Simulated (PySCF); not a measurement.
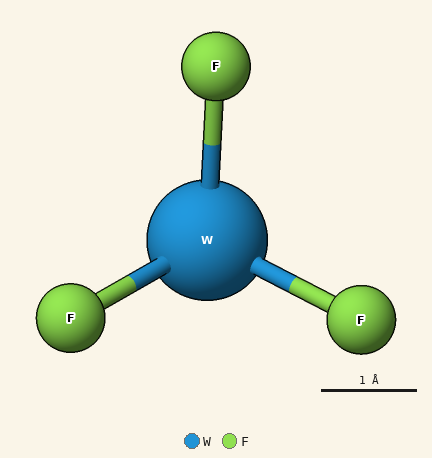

*The structure (ball-and-stick view, seen on its broad side). Sticks mark near contacts.*

# Single-point calculation, with input and output: WF3

The run: single-point calculation of WF3, multiplicity 2. Method and program: UKS-based PBE0, W def2-TZVP with ECP60, F def2-TZVP; non-relativistic Hamiltonian with a scalar-relativistic core potential; density fitting (PySCF 2.14.0).

Input:
```python
from pyscf import gto, scf, dft
mol = gto.M(atom='''
W      0.000000     0.000000     0.000000
F      1.774700     0.000000     0.943600
F     -0.887400     1.537000     0.943600
F     -0.887400    -1.537000     0.943600''',
    basis={'W': 'def2-TZVP', 'F': 'def2-TZVP'},
    ecp={'W': 'def2-TZVP'},
    charge=0, spin=1)
mf = dft.UKS(mol, xc='PBE0')
mf.grids.atom_grid = (50, 194)
aux = {'W': 'def2-universal-JKFIT', 'F': 'def2-universal-JKFIT'}
mf = mf.density_fit(auxbasis=aux)
mf.conv_tol = 1e-08
mf.diis_space = 10
mf.max_cycle = 60
mf.init_guess = 'minao'
mf.verbose = 4
mf.kernel()
```

The script is an equivalent of the set-up of the self-consistent field. The run itself was carried out by a driver, which started from the orbitals of the step before it where there was one and computed the further properties.

Command:
```bash
OMP_NUM_THREADS=4 python axn.py task.json out
```

What the program printed:
```
init E= -346.810855851881
  beta  nocc = 20  HOMO = -0.27016049613815  LUMO = -0.261494105502811
cycle= 1 E= -366.050992235298  delta_E= -19.2  |g|= 0.983  |ddm|=  5.1
  alpha nocc = 21  HOMO = -0.207723846454149  LUMO = -0.171011189635506
  beta  nocc = 20  HOMO = -0.220638691954048  LUMO = -0.183819628349532
  HOMO = -0.207723846454  LUMO = -0.18381962835  gap/eV = 0.65047
cycle= 2 E= -358.642384190402  delta_E= 7.41  |g|= 4.49  |ddm|= 2.73
  alpha nocc = 21  HOMO = -0.207417928484471  LUMO = -0.101195257904004
  beta  nocc = 20  HOMO = -0.196302120401022  LUMO = -0.127225093000856
  HOMO = -0.196302120401  LUMO = -0.127225093001  gap/eV = 1.87968
cycle= 3 E= -366.41584291702  delta_E= -7.77  |g|= 0.272  |ddm|= 2.24
  alpha nocc = 21  HOMO = -0.265136704493639  LUMO = -0.143566109108502
  beta  nocc = 20  HOMO = -0.25316804217659  LUMO = -0.177919843470189
  HOMO = -0.253168042177  LUMO = -0.17791984347  gap/eV = 2.04761
cycle= 4 E= -366.418766946933  delta_E= -0.00292  |g|= 0.226  |ddm|= 0.259
  alpha nocc = 21  HOMO = -0.251547231027146  LUMO = -0.12672737856457
  beta  nocc = 20  HOMO = -0.239382040721097  LUMO = -0.157722669979606
  HOMO = -0.239382040721  LUMO = -0.15772266998  gap/eV = 2.22206
cycle= 5 E= -366.435759821766  delta_E= -0.017  |g|= 0.074  |ddm|= 0.133
  alpha nocc = 21  HOMO = -0.241117615273406  LUMO = -0.112693638977409
  beta  nocc = 20  HOMO = -0.229042244459851  LUMO = -0.144504087150775
  HOMO = -0.22904224446  LUMO = -0.144504087151  gap/eV = 2.30040
cycle= 6 E= -366.438087923753  delta_E= -0.00233  |g|= 0.0196  |ddm|= 0.0605
  alpha nocc = 21  HOMO = -0.24321758813975  LUMO = -0.114401315831214
  beta  nocc = 20  HOMO = -0.230771348638807  LUMO = -0.146380333124
  HOMO = -0.230771348639  LUMO = -0.146380333124  gap/eV = 2.29640
cycle= 7 E= -366.438446591247  delta_E= -0.000359  |g|= 0.00668  |ddm|= 0.035
  alpha nocc = 21  HOMO = -0.24393667976107  LUMO = -0.113824590755142
  beta  nocc = 20  HOMO = -0.231365994989318  LUMO = -0.146062290447823
  HOMO = -0.231365994989  LUMO = -0.146062290448  gap/eV = 2.32123
cycle= 8 E= -366.438622611133  delta_E= -0.000176  |g|= 0.00491  |ddm|= 0.0293
  alpha nocc = 21  HOMO = -0.245341397656574  LUMO = -0.11362386205216
  beta  nocc = 20  HOMO = -0.232318021943374  LUMO = -0.146288083996051
  HOMO = -0.232318021943  LUMO = -0.146288083996  gap/eV = 2.34099
cycle= 9 E= -366.438846873031  delta_E= -0.000224  |g|= 0.00327  |ddm|= 0.0464
  alpha nocc = 21  HOMO = -0.246468276227212  LUMO = -0.113185863169685
  beta  nocc = 20  HOMO = -0.232738357575883  LUMO = -0.146279662706363
  HOMO = -0.232738357576  LUMO = -0.146279662706  gap/eV = 2.35266
cycle= 10 E= -366.439058184377  delta_E= -0.000211  |g|= 0.00268  |ddm|= 0.0549
  alpha nocc = 21  HOMO = -0.247600525625774  LUMO = -0.112932240785926
  beta  nocc = 20  HOMO = -0.23286112659174  LUMO = -0.146490087510266
  HOMO = -0.232861126592  LUMO = -0.14649008751  gap/eV = 2.35028
cycle= 11 E= -366.439245753161  delta_E= -0.000188  |g|= 0.00247  |ddm|= 0.0544
  alpha nocc = 21  HOMO = -0.248298957025799  LUMO = -0.112885703334351
  beta  nocc = 20  HOMO = -0.233067047795039  LUMO = -0.146798565137317
  HOMO = -0.233067047795  LUMO = -0.146798565137  gap/eV = 2.34748
cycle= 12 E= -366.439358380507  delta_E= -0.000113  |g|= 0.00244  |ddm|= 0.0327
  alpha nocc = 21  HOMO = -0.2484069317068  LUMO = -0.112923543930732
  beta  nocc = 20  HOMO = -0.233123182581462  LUMO = -0.146875416337487
  HOMO = -0.233123182581  LUMO = -0.146875416337  gap/eV = 2.34692
cycle= 13 E= -366.439388465224  delta_E= -3.01e-05  |g|= 0.00243  |ddm|= 0.00804
  alpha nocc = 21  HOMO = -0.248286213363439  LUMO = -0.11284984394184
  beta  nocc = 20  HOMO = -0.233077220465471  LUMO = -0.146768909892049
  HOMO = -0.233077220465  LUMO = -0.146768909892  gap/eV = 2.34857
cycle= 14 E= -366.43932871421  delta_E= 5.98e-05  |g|= 0.00238  |ddm|= 0.0166
  alpha nocc = 21  HOMO = -0.248919630709956  LUMO = -0.112601168336394
  beta  nocc = 20  HOMO = -0.234219706804335  LUMO = -0.146248615609544
  HOMO = -0.234219706804  LUMO = -0.14624861561  gap/eV = 2.39382
cycle= 15 E= -366.43890623579  delta_E= 0.000422  |g|= 0.00244  |ddm|= 0.162
  alpha nocc = 21  HOMO = -0.248479146241994  LUMO = -0.112769228391068
  beta  nocc = 20  HOMO = -0.233607057151058  LUMO = -0.146298468961525
  HOMO = -0.233607057151  LUMO = -0.146298468962  gap/eV = 2.37579
cycle= 16 E= -366.438956772282  delta_E= -5.05e-05  |g|= 0.00179  |ddm|= 0.0275
  alpha nocc = 21  HOMO = -0.248903176332114  LUMO = -0.112762973070255
  beta  nocc = 20  HOMO = -0.233998895352393  LUMO = -0.146149449481904
  HOMO = -0.233998895352  LUMO = -0.146149449482  gap/eV = 2.39051
cycle= 17 E= -366.438862940322  delta_E= 9.38e-05  |g|= 0.00198  |ddm|= 0.059
  alpha nocc = 21  HOMO = -0.249397321201307  LUMO = -0.112806375938336
  beta  nocc = 20  HOMO = -0.234700693084857  LUMO = -0.145812642181781
  HOMO = -0.234700693085  LUMO = -0.145812642182  gap/eV = 2.41877
cycle= 18 E= -366.43879326309  delta_E= 6.97e-05  |g|= 0.00179  |ddm|= 0.0873
  alpha nocc = 21  HOMO = -0.249593793952844  LUMO = -0.112831379705822
  beta  nocc = 20  HOMO = -0.235213407687663  LUMO = -0.145694216594979
  HOMO = -0.235213407688  LUMO = -0.145694216595  gap/eV = 2.43594
cycle= 19 E= -366.438784123728  delta_E= 9.14e-06  |g|= 0.00176  |ddm|= 0.0312
  alpha nocc = 21  HOMO = -0.249607841528159  LUMO = -0.112827349516476
  beta  nocc = 20  HOMO = -0.235203931718218  LUMO = -0.145684239629816
  HOMO = -0.235203931718  LUMO = -0.14568423963  gap/eV = 2.43595
cycle= 20 E= -366.43878427857  delta_E= -1.55e-07  |g|= 0.0017  |ddm|= 0.00137
  alpha nocc = 21  HOMO = -0.249623258005742  LUMO = -0.112841876942388
  beta  nocc = 20  HOMO = -0.23514250288596  LUMO = -0.145700656410721
  HOMO = -0.235142502886  LUMO = -0.145700656411  gap/eV = 2.43384
cycle= 21 E= -366.438784358414  delta_E= -7.98e-08  |g|= 0.00158  |ddm|= 0.00246
  alpha nocc = 21  HOMO = -0.249712814089367  LUMO = -0.112852637046684
  beta  nocc = 20  HOMO = -0.235162731959491  LUMO = -0.145735726065528
  HOMO = -0.235162731959  LUMO = -0.145735726066  gap/eV = 2.43343
cycle= 22 E= -366.438783380019  delta_E= 9.78e-07  |g|= 0.00164  |ddm|= 0.00275
  alpha nocc = 21  HOMO = -0.249712466182358  LUMO = -0.112863204782275
  beta  nocc = 20  HOMO = -0.235261154317602  LUMO = -0.145708906063511
  HOMO = -0.235261154318  LUMO = -0.145708906064  gap/eV = 2.43684
cycle= 23 E= -366.438782650612  delta_E= 7.29e-07  |g|= 0.00163  |ddm|= 0.00656
  alpha nocc = 21  HOMO = -0.249458658842545  LUMO = -0.112887938408292
  beta  nocc = 20  HOMO = -0.234883724897639  LUMO = -0.145722212802962
  HOMO = -0.234883724898  LUMO = -0.145722212803  gap/eV = 2.42621
cycle= 24 E= -366.438787052485  delta_E= -4.4e-06  |g|= 0.00125  |ddm|= 0.0126
  alpha nocc = 21  HOMO = -0.248782015941309  LUMO = -0.113125874572824
  beta  nocc = 20  HOMO = -0.234355408895553  LUMO = -0.145712676572924
  HOMO = -0.234355408896  LUMO = -0.145712676573  gap/eV = 2.41209
cycle= 25 E= -366.438792353923  delta_E= -5.3e-06  |g|= 0.000408  |ddm|= 0.0107
  alpha nocc = 21  HOMO = -0.248916328817469  LUMO = -0.113125601111187
  beta  nocc = 20  HOMO = -0.234542362925087  LUMO = -0.145688858297355
  HOMO = -0.234542362925  LUMO = -0.145688858297  gap/eV = 2.41783
cycle= 26 E= -366.438791328969  delta_E= 1.02e-06  |g|= 0.000327  |ddm|= 0.00756
  alpha nocc = 21  HOMO = -0.248976702938691  LUMO = -0.113245736935304
  beta  nocc = 20  HOMO = -0.234548327677039  LUMO = -0.14569255661964
  HOMO = -0.234548327677  LUMO = -0.14569255662  gap/eV = 2.41789
cycle= 27 E= -366.438793616819  delta_E= -2.29e-06  |g|= 0.000202  |ddm|= 0.00766
  alpha nocc = 21  HOMO = -0.248962855463635  LUMO = -0.113275482281066
  beta  nocc = 20  HOMO = -0.234517318837895  LUMO = -0.145690551505215
  HOMO = -0.234517318838  LUMO = -0.145690551505  gap/eV = 2.41710
cycle= 28 E= -366.438794296028  delta_E= -6.79e-07  |g|= 0.000191  |ddm|= 0.00375
  alpha nocc = 21  HOMO = -0.248989108970516  LUMO = -0.113290355451088
  beta  nocc = 20  HOMO = -0.234500737048773  LUMO = -0.145699396272281
  HOMO = -0.234500737049  LUMO = -0.145699396272  gap/eV = 2.41641
cycle= 29 E= -366.438794821359  delta_E= -5.25e-07  |g|= 0.000131  |ddm|= 0.00301
  alpha nocc = 21  HOMO = -0.248998000018144  LUMO = -0.113285048971248
  beta  nocc = 20  HOMO = -0.234509599546019  LUMO = -0.145687205391088
  HOMO = -0.234509599546  LUMO = -0.145687205391  gap/eV = 2.41698
cycle= 30 E= -366.438794701129  delta_E= 1.2e-07  |g|= 0.000119  |ddm|= 0.00127
  alpha nocc = 21  HOMO = -0.248998736463598  LUMO = -0.113277713283653
  beta  nocc = 20  HOMO = -0.234537131235694  LUMO = -0.145673699002494
  HOMO = -0.234537131236  LUMO = -0.145673699002  gap/eV = 2.41810
cycle= 31 E= -366.438794297546  delta_E= 4.04e-07  |g|= 0.000109  |ddm|= 0.00246
  alpha nocc = 21  HOMO = -0.249003294787734  LUMO = -0.113280772212592
  beta  nocc = 20  HOMO = -0.234580585809947  LUMO = -0.145658194614878
  HOMO = -0.23458058581  LUMO = -0.145658194615  gap/eV = 2.41970
cycle= 32 E= -366.438793836701  delta_E= 4.61e-07  |g|= 9.83e-05  |ddm|= 0.00308
  alpha nocc = 21  HOMO = -0.249042853042532  LUMO = -0.113291210065943
  beta  nocc = 20  HOMO = -0.234683151248351  LUMO = -0.145621074923994
  HOMO = -0.234683151248  LUMO = -0.145621074924  gap/eV = 2.42350
cycle= 33 E= -366.438792995328  delta_E= 8.41e-07  |g|= 7.15e-05  |ddm|= 0.00729
  alpha nocc = 21  HOMO = -0.249055236784031  LUMO = -0.113289668269431
  beta  nocc = 20  HOMO = -0.234737652205208  LUMO = -0.145590503949808
  HOMO = -0.234737652205  LUMO = -0.14559050395  gap/eV = 2.42582
cycle= 34 E= -366.43879268714  delta_E= 3.08e-07  |g|= 6.77e-05  |ddm|= 0.00408
  alpha nocc = 21  HOMO = -0.249075341923621  LUMO = -0.11329850264139
  beta  nocc = 20  HOMO = -0.234788398224058  LUMO = -0.145574183713151
  HOMO = -0.234788398224  LUMO = -0.145574183713  gap/eV = 2.42764
cycle= 35 E= -366.438792539991  delta_E= 1.47e-07  |g|= 7.03e-05  |ddm|= 0.00326
  alpha nocc = 21  HOMO = -0.249074076892978  LUMO = -0.113298096105452
  beta  nocc = 20  HOMO = -0.234781212082119  LUMO = -0.145576128105624
  HOMO = -0.234781212082  LUMO = -0.145576128106  gap/eV = 2.42739
cycle= 36 E= -366.43879254244  delta_E= -2.45e-09  |g|= 6.23e-05  |ddm|= 0.000712
  alpha nocc = 21  HOMO = -0.249074424390809  LUMO = -0.113299301728741
  beta  nocc = 20  HOMO = -0.234776088284214  LUMO = -0.145576267758013
  HOMO = -0.234776088284  LUMO = -0.145576267758  gap/eV = 2.42725
```

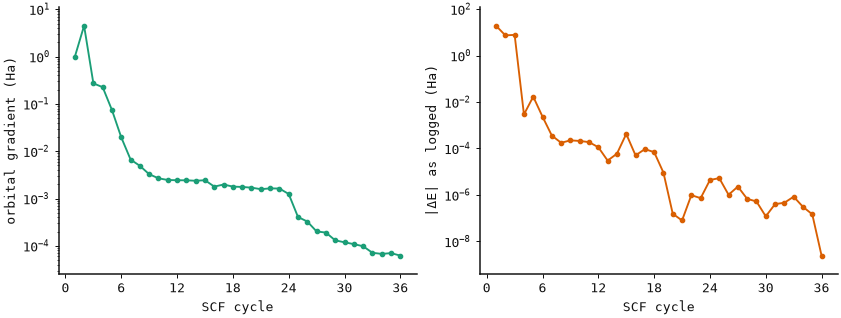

*Convergence of the self-consistent field: orbital gradient and size of the energy change against the SCF cycle.*

The residual lingers near 2 × 10⁻³ from about step 8 to 24 before it falls again.

```
Extra cycle  E= -366.438792600758  delta_E= -5.83e-08  |g|= 8.4e-05  |ddm|= 0.000509
converged SCF energy = -366.438792600758  <S^2> = 0.90079441  2S+1 = 2.1455017
```

Results in brief:

- outcome: converged
- SCF energy: −366.438793 hartree
- hardware: 4 threads of Arm Neoverse V1, 24 GiB of memory available, shared host
- wall time: 30 s (CPU time 98 s)
- peak memory: 0.7 GiB
